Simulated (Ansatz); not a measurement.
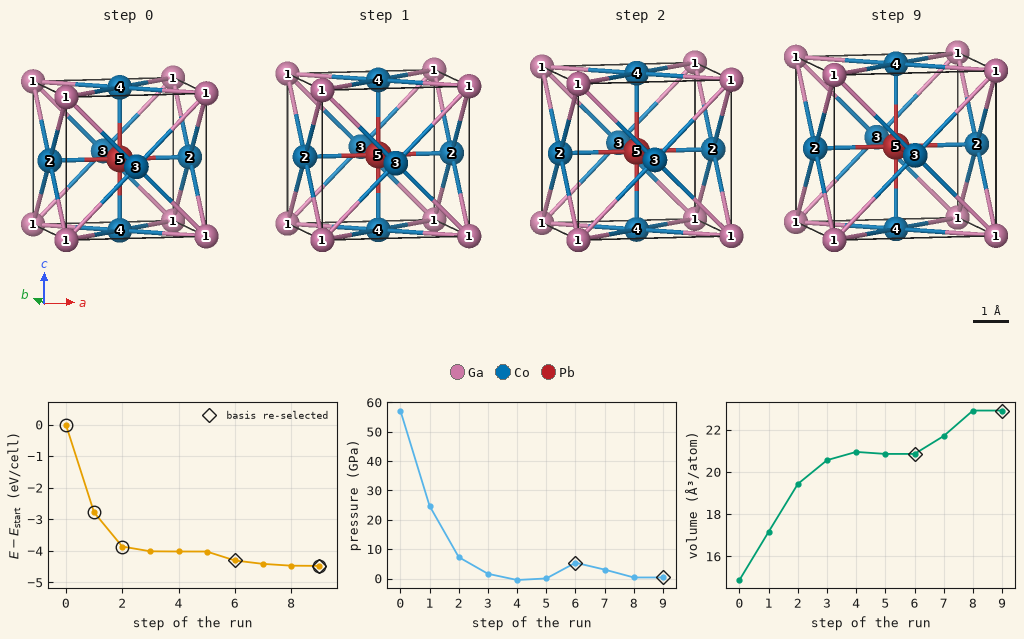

Frames of a relaxation of crystalline GaCo$_{3}$Pb (built on the cubic perovskite type) (coarse preliminary run), marked on the history of the run. Style: ball-and-stick. Shown: the cell of the calculation, slightly off an axis.

Case: cubic perovskite type (Pm-3m, No. 221).

The calculation used Ansatz 0.2.0, DFT PBE, scalar-relativistic, plane waves, PAW.

The input:
```yaml
crystal:
  lattice:
    - [4.2063572436, 0.0, 0.0]
    - [0.0, 4.2063572436, 0.0]
    - [0.0, 0.0, 4.2063572436]
  atoms:
    - { symbol: Ga, position: [0.0, 0.0, 0.0] }
    - { symbol: Co, position: [0.0, 0.5, 0.5], spin: 0.86 }
    - { symbol: Co, position: [0.5, 0.0, 0.5], spin: 0.86 }
    - { symbol: Co, position: [0.5, 0.5, 0.0], spin: 0.86 }
    - { symbol: Pb, position: [0.5, 0.5, 0.5] }
basis:
  ecutwfc: 420
kpoints:
  mp_grid: { grid: [4, 4, 4] }
hamiltonian:
  xc: pbe
scf:
  occupations: { method: gaussian, width: 0.1 }
  lower_state_search: "off"
output:
  forces: true
  stress: true
  eigenvalues: true
  populations: true
magnetization:
  spin_polarized: true
relax:
  adjacent_minimum: "off"
  f_tol: 0.04
  max_steps: 70
  cell: { stress_tol: 0.4 }
```

Launched with:
```bash
ansatz run input.yaml --threads 1 --pin off --max-ram 2560MiB --backend cpu --events-out ev --progress --plain --runs-dir out
```

Q: What happens along the run?

A: The energy falls by 4.474 eV per cell of the calculation in 7 accepted moves (9 points after the start). All forces vanish by symmetry, so only the cell relaxes. Pressure: 57.25 GPa at the start and 0.35 GPa at the end. The SCF was repeated twice at an unchanged geometry on a basis and grid sized afresh for the cell, which shifted the energy by 0.284 eV per cell of the calculation at most. No atom moves by more than 0.005 Å relative to the cell. Cell: a = b = c 4.206 → 4.857 Å (+15.5 %). Volume +53.9 %. Among the contacts that change: Ga1–Co2 2.974 → 3.434 Å, Co2–Pb5 2.103 → 2.428 Å. The space group stays Pm-3m (No. 221). The run took 76 s on 1 thread of Arm Neoverse V2 (shared host), peak memory 0.48 GiB. From step 0 to 1: volume +15.3 %, energy −2.779 eV per cell of the calculation. From step 1 to 2: volume +13.2 %, energy −1.082 eV per cell of the calculation. From step 2 to 9: volume +17.9 %, energy −0.612 eV per cell of the calculation.

```tsv
step	E − E(0), meV/atom	pressure, GPa	volume, Å³/atom	note
0	0.00	57.25	14.885	
1	-555.89	24.76	17.170	
2	-772.30	7.28	19.434	
3	-802.50	1.61	20.562	
4	-803.68	-0.51	20.953	
5	-803.87	0.02	20.858	
6	-860.64	5.38	20.858	same geometry, new basis
7	-882.18	3.03	21.708	
8	-893.57	0.35	22.912	
9	-894.79	0.35	22.912	same geometry, new basis
```

Limits of the set-up: the k-point mesh is coarse for a cell with partly filled bands.
